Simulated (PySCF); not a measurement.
## C$_{6}$H$_{18}$Si$_{4}$: a changed input and its effect

System: C$_{6}$H$_{18}$Si$_{4}$.
Method of run 1: GIAO PBE/pcSseg-1 NMR shielding, non-relativistic, gas phase (PySCF 2.14.0).

The geometry comes from this level: PBE0-D3(BJ)/def2-SVP. Text and figures count atoms from 1; the logs count them from 0 in places.

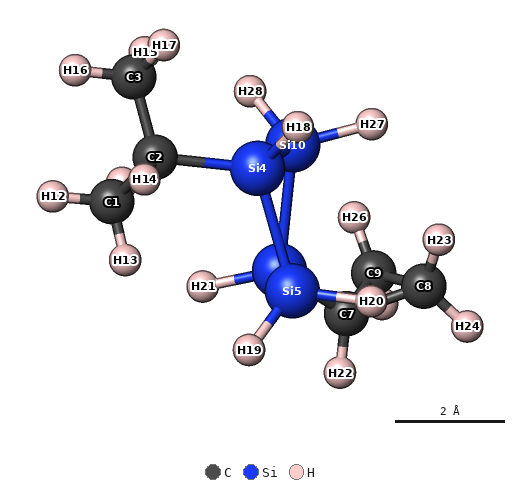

The structure as given in the input (ball-and-stick view, seen at a tilt; atoms are numbered from 1 in the order of the input). Bond lengths as drawn: C–C 1.49 to 1.53 Å, C–H 1.09 to 1.11 Å, C–Si 1.87 to 1.91 Å, H–Si 1.50 Å and Si–Si 2.37 Å.

**Input file, run 1**
```
{"job": {"kind": "nmr", "xc": "PBE", "basis": "pcSseg-1", "pop": false}, "charge": 0, "multiplicity": 1}
C     -2.968984    -1.219130     0.586917
C     -3.389133     0.166735     1.067535
C     -4.410264     0.809068     0.131110
Si    -1.888523     1.316204     1.327073
Si    -0.100081     0.247461     2.448523
Si     0.775901    -0.378361     0.339666
C      2.628312    -0.335745     0.082865
C      3.355906     0.982323    -0.005305
C      3.215932     0.134781    -1.226139
Si    -0.498603     1.389010    -0.591328
H     -2.478359    -1.171854    -0.400005
H     -3.843973    -1.882389     0.481328
H     -2.267082    -1.708098     1.281215
H     -3.844145     0.067100     2.070743
H     -3.991395     0.946950    -0.879740
H     -5.307447     0.174622     0.030451
H     -4.739706     1.796162     0.490924
H     -2.345190     2.636696     1.868581
H     -0.419329    -0.812812     3.457842
H      0.800509     1.264459     3.083143
H      0.199019    -1.696783    -0.083092
H      3.175649    -1.143505     0.583061
H      2.767292     1.903800     0.051123
H      4.337437     1.053131     0.470978
H      4.099238    -0.387950    -1.603439
H      2.529887     0.470722    -2.010779
H      0.310705     2.652360    -0.598479
H     -1.111267     1.208943    -1.946438
```

The first line tells a small driver script what to run in PySCF; the rest is the geometry in Å.

Command:
```bash
OMP_NUM_THREADS=1 python <driver script> task.json out
```

Hardware: 1 CPU thread, shared host.

**Output, shortened to warnings, some set-up lines, iterations and results (run 1)**
```
coarse grid: 24176 points
[...]
cycle   1  E = -1396.2091228995  dE =  4.456e-01  |g| = 6.934e-01  |ddm| = 4.838e+00
cycle   2  E = -1395.9372692746  dE =  2.719e-01  |g| = 1.207e+00  |ddm| = 2.005e+00
cycle   3  E = -1396.3399502703  dE = -4.027e-01  |g| = 1.194e-01  |ddm| = 1.498e+00
cycle   4  E = -1396.3436247206  dE = -3.674e-03  |g| = 5.359e-02  |ddm| = 2.468e-01
cycle   5  E = -1396.3443876393  dE = -7.629e-04  |g| = 1.027e-02  |ddm| = 7.427e-02
cycle   6  E = -1396.3444096505  dE = -2.201e-05  |g| = 4.862e-03  |ddm| = 1.668e-02
cycle   7  E = -1396.3444159730  dE = -6.323e-06  |g| = 8.070e-04  |ddm| = 6.571e-03
cycle   8  E = -1396.4230283751  dE = -3.958e-05  |g| = 1.637e-02  |ddm| = 4.684e-02
cycle   9  E = -1396.4228849707  dE =  1.434e-04  |g| = 2.805e-02  |ddm| = 4.401e-02
cycle  10  E = -1396.4230960684  dE = -2.111e-04  |g| = 2.324e-03  |ddm| = 3.112e-02
cycle  11  E = -1396.4230973528  dE = -1.284e-06  |g| = 7.277e-04  |ddm| = 3.858e-03
cycle  12  E = -1396.4230974952  dE = -1.424e-07  |g| = 8.392e-05  |ddm| = 9.353e-04
cycle  13  E = -1396.4230974968  dE = -1.552e-09  |g| = 4.181e-05  |ddm| = 1.785e-04
cycle  14  E = -1396.4230974973  dE = -4.929e-10  |g| = 7.822e-06  |ddm| = 6.346e-05
converged SCF energy = -1396.4230974973

GIAO shielding tensors (ppm)
atom      isotropic    diamagn.    paramagn.     s11        s22        s33       span
  0 C      156.423     251.582     -95.159    143.244    149.402    176.624     33.380
  1 C      163.510     253.127     -89.617    156.622    164.377    169.533     12.911
  2 C      156.203     245.115     -88.913    139.603    147.141    181.864     42.261
  3 Si     377.740     885.566    -507.826    330.972    368.812    433.437    102.465
  4 Si     435.493     884.312    -448.819    394.270    446.037    466.173     71.903
  5 Si     368.949     883.119    -514.170    292.647    374.189    440.012    147.365
  6 C      183.443     251.400     -67.957    149.003    177.893    223.433     74.430
  7 C      175.267     254.936     -79.669    147.031    169.924    208.846     61.815
  8 C      172.332     253.788     -81.455    143.765    168.076    205.157     61.392
  9 Si     448.420     884.095    -435.675    401.583    465.857    477.821     76.238
 10 H       30.417      34.101      -3.685     26.362     30.940     33.948      7.586
 11 H       29.948      30.025      -0.077     25.398     27.402     37.044     11.647
 12 H       29.912      33.459      -3.547     25.011     30.082     34.644      9.633
 13 H       29.775      30.664      -0.889     26.008     27.588     35.729      9.721
 14 H       30.294      29.830       0.464     26.012     30.325     34.547      8.535
 15 H       29.903      26.102       3.800     25.400     26.922     37.385     11.985
 16 H       29.940      27.094       2.847     25.236     27.817     36.768     11.532
 17 H       26.633      32.514      -5.881     22.808     24.937     32.156      9.348
 18 H       27.057      31.001      -3.944     23.240     24.550     33.381     10.141
 19 H       27.142      31.560      -4.418     23.896     25.789     31.739      7.843
 20 H       26.186      32.228      -6.042     21.958     26.652     29.947      7.988
 21 H       31.265      30.820       0.445     23.579     28.220     41.997     18.417
 22 H       30.741      32.861      -2.120     24.199     29.853     38.171     13.973
 23 H       30.492      29.025       1.467     24.632     25.998     40.847     16.215
 24 H       30.440      28.804       1.637     24.469     25.928     40.923     16.454
 25 H       30.984      32.189      -1.206     24.333     30.556     38.062     13.728
 26 H       27.515      31.579      -4.065     23.938     27.076     31.530      7.591
 27 H       27.262      30.824      -3.562     22.773     25.693     33.319     10.546
```

The input of run 2 differs as follows (lines with − go, lines with + come):
```diff
-"xc": "PBE"
+"xc": "PBE0"
-"pop": false
```

Predict how the results change.

The total energies belong to different methods, so their difference says nothing on which is more stable or more accurate. The HOMO goes from −6.07 to −7.06 eV. The LUMO goes from −1.69 to −0.94 eV. Of all shieldings, the largest change is that of Si6, by +17.8 ppm. The functional changes from PBE to PBE0. Exact exchange removes part of the self-interaction error of semilocal functionals, which pushes filled and empty levels apart. The SCF takes 12 iterations against 14.

**Output, shortened to warnings, some set-up lines, iterations and results (run 2)**
```
coarse grid: 24176 points
[...]
cycle   1  E = -1396.4603048095  dE =  6.536e-01  |g| = 4.535e-01  |ddm| = 4.747e+00
cycle   2  E = -1396.4346505125  dE =  2.565e-02  |g| = 5.546e-01  |ddm| = 9.329e-01
cycle   3  E = -1396.5163578398  dE = -8.171e-02  |g| = 5.062e-02  |ddm| = 5.874e-01
cycle   4  E = -1396.5168758957  dE = -5.181e-04  |g| = 2.364e-02  |ddm| = 8.237e-02
cycle   5  E = -1396.5170172397  dE = -1.413e-04  |g| = 5.792e-03  |ddm| = 3.109e-02
cycle   6  E = -1396.5170245827  dE = -7.343e-06  |g| = 1.166e-03  |ddm| = 6.034e-03
cycle   7  E = -1396.5748021764  dE = -4.413e-05  |g| = 9.614e-03  |ddm| = 3.392e-02
cycle   8  E = -1396.5747867591  dE =  1.542e-05  |g| = 1.225e-02  |ddm| = 2.021e-02
cycle   9  E = -1396.5748259857  dE = -3.923e-05  |g| = 7.085e-04  |ddm| = 1.174e-02
cycle  10  E = -1396.5748260787  dE = -9.305e-08  |g| = 2.774e-04  |ddm| = 1.083e-03
cycle  11  E = -1396.5748260987  dE = -1.993e-08  |g| = 4.629e-05  |ddm| = 3.272e-04
cycle  12  E = -1396.5748260991  dE = -4.275e-10  |g| = 1.901e-05  |ddm| = 8.590e-05
converged SCF energy = -1396.5748260991

GIAO shielding tensors (ppm)
atom      isotropic    diamagn.    paramagn.     s11        s22        s33       span
  0 C      161.975     251.532     -89.556    149.340    155.540    181.047     31.707
  1 C      171.415     253.456     -82.041    163.631    173.060    177.554     13.923
  2 C      161.472     245.025     -83.553    145.941    152.914    185.561     39.620
  3 Si     394.830     884.646    -489.815    350.513    384.185    449.794     99.281
  4 Si     449.972     883.223    -433.251    412.232    460.503    477.180     64.947
  5 Si     386.709     881.855    -495.147    313.430    389.293    457.403    143.974
  6 C      190.615     251.893     -61.278    156.714    184.668    230.463     73.749
  7 C      180.610     255.055     -74.446    152.225    175.032    214.573     62.348
  8 C      177.867     253.904     -76.037    149.105    173.163    211.333     62.229
  9 Si     461.659     882.766    -421.107    418.610    478.000    488.366     69.757
 10 H       30.571      33.551      -2.980     26.384     30.917     34.410      8.026
 11 H       30.026      30.439      -0.413     25.192     27.363     37.522     12.331
 12 H       30.110      33.169      -3.059     25.036     30.170     35.124     10.089
 13 H       30.075      31.105      -1.030     26.068     27.703     36.454     10.386
 14 H       30.404      29.249       1.156     25.849     30.417     34.947      9.098
 15 H       30.001      26.374       3.626     25.244     26.937     37.821     12.577
 16 H       30.060      27.178       2.882     25.135     27.865     37.180     12.045
 17 H       26.915      32.681      -5.766     22.969     25.122     32.653      9.684
 18 H       27.282      30.949      -3.667     23.399     24.711     33.736     10.336
 19 H       27.331      31.433      -4.101     23.951     25.882     32.161      8.210
 20 H       26.447      31.881      -5.434     22.058     26.906     30.376      8.317
 21 H       31.473      30.935       0.538     23.538     28.167     42.715     19.177
 22 H       30.865      32.442      -1.577     24.086     29.781     38.728     14.642
 23 H       30.582      29.413       1.168     24.541     25.785     41.418     16.877
 24 H       30.532      29.160       1.372     24.351     25.751     41.495     17.143
 25 H       31.090      31.763      -0.673     24.200     30.414     38.657     14.457
 26 H       27.703      31.313      -3.610     23.990     27.191     31.929      7.939
 27 H       27.490      30.461      -2.971     22.969     25.871     33.629     10.661
```

**The two runs side by side**

| quantity | run 1 | run 2 |
| --- | --- | --- |
| outcome | converged | converged |
| total energy (hartree) | −1396.423097 | −1396.574826 |
| HOMO (eV) | −6.07 | −7.06 |
| LUMO (eV) | −1.69 | −0.94 |
| dipole moment (D) | 0.64 | 0.61 |
| shielding of C1 (ppm) | 156.4 | 162.0 |
| shielding of C2 (ppm) | 163.5 | 171.4 |
| shielding of Si4 (ppm) | 377.7 | 394.8 |
| shielding of Si5 (ppm) | 435.5 | 450.0 |
| shielding of Si6 (ppm) | 368.9 | 386.7 |
| shielding of C7 (ppm) | 183.4 | 190.6 |
| shielding of Si10 (ppm) | 448.4 | 461.7 |
| SCF iterations | 14 | 12 |
| basis functions | 288 | 288 |
| wall time (shared host) | 1.7 min | 1.7 min |
